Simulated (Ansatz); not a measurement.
SiH4OF2: several calculations on one system

## 1. Relaxation

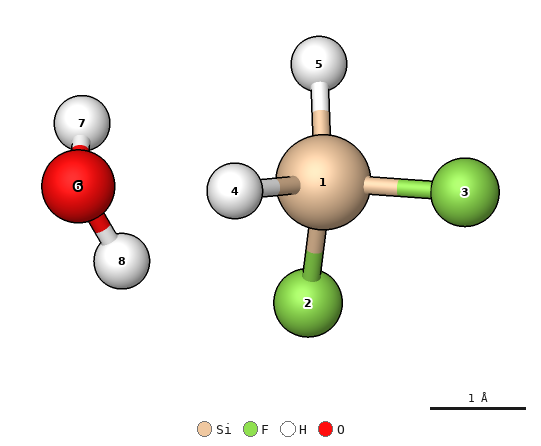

Starting structure of SiH₄OF₂. Style: ball-and-stick. Shown at a tilt.

The run prepares an end point of a later path (reaction) calculation, from a guessed geometry.

Computed with RKS B3LYP/6-31G* (Ansatz).

The input:
```yaml
crystal:
  periodic: [false, false, false]
  atoms:
    - { symbol: Si, position_ang: [0.281437, 0.053904, -0.110526] }
    - { symbol: F, position_ang: [0.215597, -0.05016, 1.488878] }
    - { symbol: F, position_ang: [1.846361, 0.004304, -0.475037] }
    - { symbol: H, position_ang: [-0.23485, 1.353928, -0.569386] }
    - { symbol: H, position_ang: [-0.326085, -1.148794, -0.713854] }
    - { symbol: O, position_ang: [-2.433369, 0.050848, 0.842484] }
    - { symbol: H, position_ang: [-2.777742, -0.841921, 0.670566] }
    - { symbol: H, position_ang: [-1.899749, -0.051808, 1.666874] }
basis:
  gaussian: { orbitals: "6-31G*" }
hamiltonian:
  xc: b3lyp
relax:
  f_tol: 0.03
  max_steps: 50
```

Run as
```bash
ansatz run input.yaml --threads 1 --pin off --max-ram 2048MiB --backend cpu --events-out ev --progress --plain --runs-dir out
```

**Where does the relaxation end?**

After 6 accepted moves (7 points after the start) the energy has fallen by 1.98 kJ/mol. Largest force component: 0.63 eV/Å at the start, 0.014 eV/Å at the end. The line search rejected the trial step at point 1 of the run. The largest move after the best rigid fit is that of H8, 0.19 Å. By element the largest moves are H 0.19 Å, O 0.13 Å, F 0.09 Å, Si 0.03 Å. Some distances before and after: Si1–O6 2.877 → 2.738 Å, O6–H8 0.987 → 0.971 Å, Si1–F2 1.604 → 1.616 Å.

Step by step:

```json
{"step": "0", "E − E(0), kJ/mol": "0.00", "largest force component, eV/Å": "0.6293", "note": ""}
{"step": "1", "E − E(0), kJ/mol": "3.65", "largest force component, eV/Å": "1.3690", "note": "rejected"}
{"step": "2", "E − E(0), kJ/mol": "-0.87", "largest force component, eV/Å": "0.5187", "note": ""}
{"step": "3", "E − E(0), kJ/mol": "-1.24", "largest force component, eV/Å": "0.2474", "note": ""}
{"step": "4", "E − E(0), kJ/mol": "-1.80", "largest force component, eV/Å": "0.1280", "note": ""}
{"step": "5", "E − E(0), kJ/mol": "-1.81", "largest force component, eV/Å": "0.1345", "note": ""}
{"step": "6", "E − E(0), kJ/mol": "-1.94", "largest force component, eV/Å": "0.0856", "note": ""}
{"step": "7", "E − E(0), kJ/mol": "-1.98", "largest force component, eV/Å": "0.0139", "note": ""}
```

Final geometry:

```xyz
8

Si    0.2584    0.0321   -0.0991
F     0.2574   -0.1318    1.5081
F     1.8165    0.0302   -0.5036
H    -0.2763    1.3466   -0.4930
H    -0.3303   -1.1597   -0.7430
O    -2.3433    0.0243    0.7549
H    -2.7014   -0.8762    0.7129
H    -2.0095    0.1049    1.6627
```

The end point in the same view:

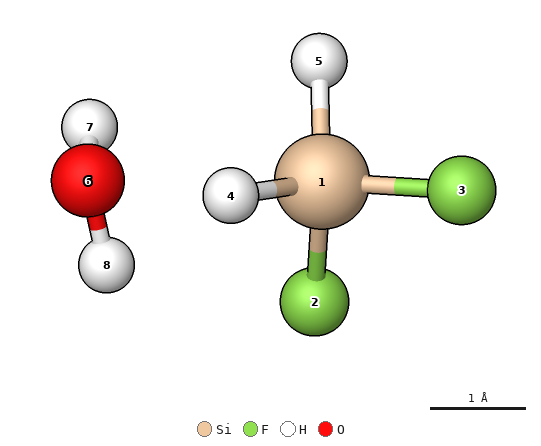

## 2. Relaxation

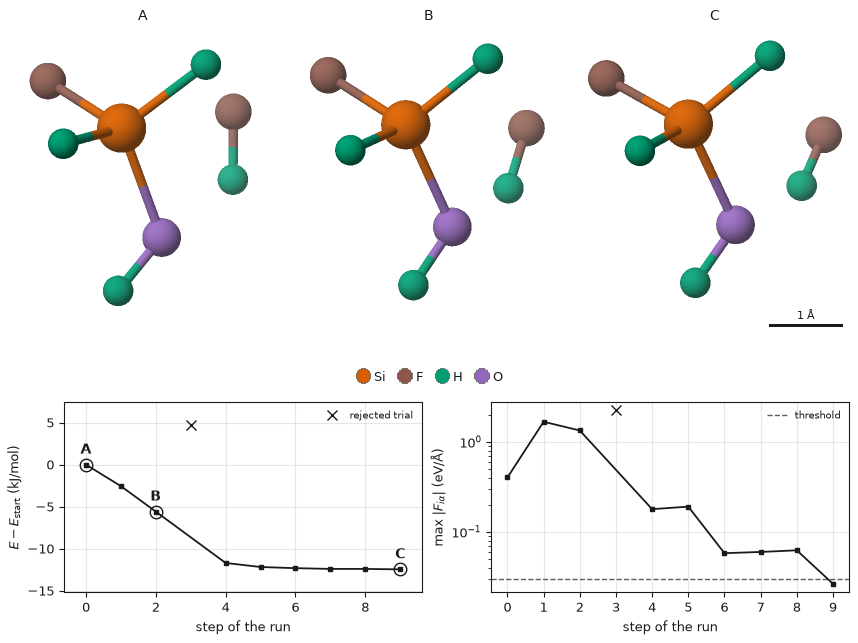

Frames of a relaxation of SiH₄OF₂, marked on the history of the run. A ball-and-stick model, seen from a free direction.

The run prepares an end point of a later path (reaction) calculation, from a guessed geometry.

These are results of RKS B3LYP/6-31G* in Ansatz, not measurements. Set-up: no spin polarisation; force threshold 0.03 eV/Å; at most 50 steps.

Question: What happens along the run?

Answer: The largest move after the best rigid fit is that of an F atom, 0.47 Å. Largest moves by element: F 0.47 Å, H 0.34 Å, O 0.21 Å, Si 0.12 Å. Some distances before and after: F–H 0.932 → 0.947 Å, H–Si 1.488 → 1.482 Å. Among the angles between lasting bonds that change: H–Si–O 108.8° → 106.0°, Si–O–H 114.5° → 117.2°, H–Si–H 111.9° → 114.1°. Over 8 accepted moves (9 points after the start) the energy falls by 12.4 kJ/mol. Largest force component: 0.4 eV/Å at the start, 0.026 eV/Å at the end. The line search rejected the trial step at point 3 of the run. Cost: 27 s on 1 thread of Arm Neoverse V1 (shared host), peak memory 0.14 GiB. From step 0 to 2: an H atom moves most (0.37 Å), energy −5.58 kJ/mol. From step 2 to 9: an F atom moves most (0.21 Å), energy −6.87 kJ/mol.

Limits of the set-up: the start holds two separate molecules, 2.2 Å apart at their closest, whose relative position is a soft coordinate and is computed without a dispersion correction.

## 3. Path

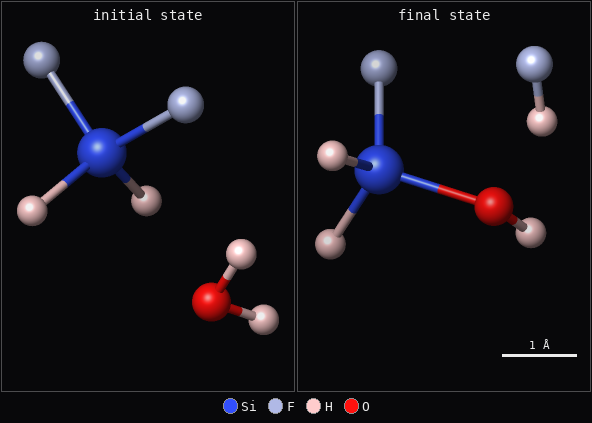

The two relaxed end points of a path for SiH$_{4}$OF$_{2}$, made up at the start of SiH₂F₂ and H$_{2}$O. The picture is a ball-and-stick view, seen from a free direction.

Theory: RKS B3LYP/6-31G* (Ansatz 0.2.0).

Run with 9 movable images; climbing image; force threshold 0.03 eV/Å; iteration limit 60.

Start:
```xyz
8

Si    0.2584    0.0323   -0.0989
F     0.2573   -0.1318    1.5082
F     1.8166    0.0307   -0.5032
H    -0.2764    1.3467   -0.4928
H    -0.3300   -1.1596   -0.7431
O    -2.3433    0.0240    0.7547
H    -2.7013   -0.8766    0.7126
H    -2.0097    0.1045    1.6625
```

End:
```xyz
8

Si   -0.3004   -0.0920   -0.5006
F    -0.5935    0.9082    2.5645
F     1.0313   -0.8455   -0.0165
H    -0.1095    1.3656   -0.4582
H    -0.6327   -0.6194   -1.8454
O    -1.5739   -0.4209    0.5309
H    -1.9674   -1.3042    0.4802
H    -1.1822    0.3785    2.0452
```

What barrier does the band find between them, and by what path?

Forward barrier 1.32 eV, backward barrier 0.76 eV, with image 6 at the top; the reaction energy is +0.56 eV. Breaking: O6–H8 (0.97 → 1.17 at the top → 1.76 Å), Si1–F2 (1.62 → 1.94 at the top → 3.24 Å). Forming: F2–H8 (2.28 → 1.20 at the top → 0.95 Å), Si1–O6 (2.74 → 1.84 at the top → 1.67 Å). The band converged in 15 iterations. The largest component of the band force went from 8 to 0.016 eV/Å. The climbing image converged on the top of the path. Its vibrational analysis gives one imaginary mode (744i cm⁻¹), as a transition state must have.

Energies of the converged images:

```csv
image,path (Å),E (eV)
0,0.00,0.000
1,0.49,0.032
2,0.98,0.099
3,1.47,0.279
4,1.97,0.605
5,2.46,0.929
6,2.95,1.320
7,3.34,0.990
8,3.72,0.682
9,4.11,0.579
10,4.49,0.561
```

The geometry at the top of the path:

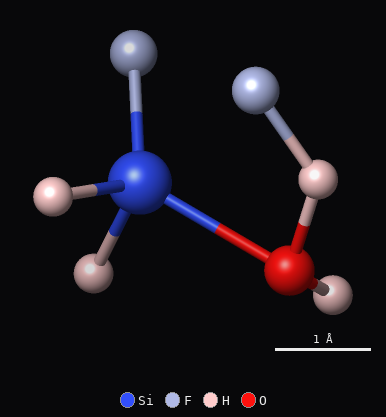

Limits of the set-up: the start holds two separate molecules, 2.3 Å apart at their closest, whose relative position is a soft coordinate and is computed without a dispersion correction.
